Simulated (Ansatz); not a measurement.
Base system: SiO$_{2}$ (space group P4_12_12, No. 92; a = 5.085 Å, c = 7.100 Å). Axes: x, y, z lie along a, b, c of the conventional cell.

The change: compressive biaxial strain of 1.16 % in the plane normal to [001], as in epitaxy on a mismatched substrate; the out-of-plane cell vector and the atoms relax.

All numbers come from plane-wave PAW DFT at the PBE level (Ansatz, a program for electronic structure, 420 eV), no spin-orbit coupling.

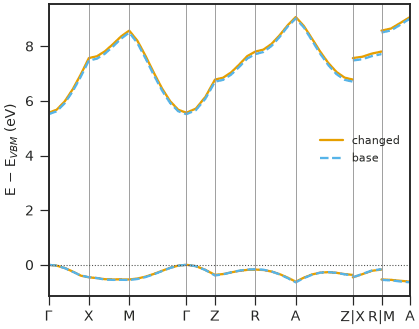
Figure: Highest valence and lowest conduction band along the path, each from its own valence-band maximum

Question: Read the changed gap and its character from the plot.

Answer: About 5.6 eV, direct at Γ.

Stability against distortions was not tested.
